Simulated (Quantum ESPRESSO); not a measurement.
Density of states of Zr (P6_3/mmc, 2 atoms in the cell).

```xyz
2
Lattice="3.2674 0.0000 0.0000 -1.6337 2.8297 0.0000 0.0000 0.0000 5.2172" Properties=species:S:1:pos:R:3 pbc="T T T"
Zr     0.0000     1.8864     1.3043
Zr     1.6337     0.9432     3.9129
```

Method of the run: revPBE, SSSP 1.1.2 precision (PBE) pseudopotentials (plane waves; Quantum ESPRESSO 7.5).

SCF settings: ecutwfc = 50 Ry; ecutrho = 400 Ry; occupations = smearing; smearing = marzari-vanderbilt; degauss = 0.0073499 Ry; input_dft = revpbe; potentials = {Zr: Zr_pbe_v1.uspp.F.UPF}; K_POINTS = automatic 9 9 5 0 0 0; conv_thr = 1e-09 Ry; mixing_beta = 0.5. Keys of the DOS step: nscf.calculation = nscf; nscf.verbosity = high; nscf.occupations = tetrahedra; nscf.nbnd = 19; nscf.startingwfc = random; nscf.diago_thr_init = 1e-06; nscf.diagonalization = cg; nscf.K_POINTS = automatic 18 18 10 0 0 0; dos.x.fildos = dos.dat; dos.x.Emin = -15 eV; dos.x.Emax = 30 eV; dos.x.DeltaE = 0.1 eV.

The starting cell comes from a database of computed structures (which also holds hypothetical and non-ambient phases and stackings), without a prior relaxation at this level. Its lattice was rescaled by a random factor within 2.5 % of one.

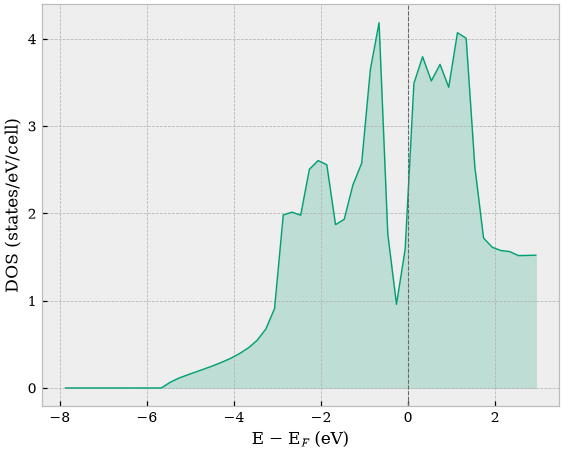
Figure: Total density of states, both spins summed.

Total DOS (both spins), as means of the tabulated values in each energy bin; the zero is the program's Fermi level or highest filled level, and the curve is cut to this window:

```
E (eV) | states/eV/cell
    -7.80 |  0.00
    -7.40 |  0.00
    -7.00 |  0.00
    -6.60 |  0.00
    -6.20 |  0.00
    -5.80 |  0.00
    -5.40 | # 0.09
    -5.00 | # 0.17
    -4.60 | ## 0.24
    -4.20 | ### 0.32
    -3.80 | ### 0.43
    -3.40 | ##### 0.61
    -3.00 | ############ 1.45
    -2.60 | ################ 2.00
    -2.20 | #################### 2.56
    -1.80 | ################## 2.21
    -1.40 | ################# 2.13
    -1.00 | ######################### 3.11
    -0.60 | ######################## 2.98
    -0.20 | ########## 1.28
     0.20 | ############################# 3.64
     0.60 | ############################# 3.61
     1.00 | ############################## 3.76
     1.40 | ########################## 3.27
     1.80 | ############# 1.67
     2.20 | ############# 1.57
     2.60 | ############ 1.52
```

Around zero the curve holds about 2.5 states/eV/cell.
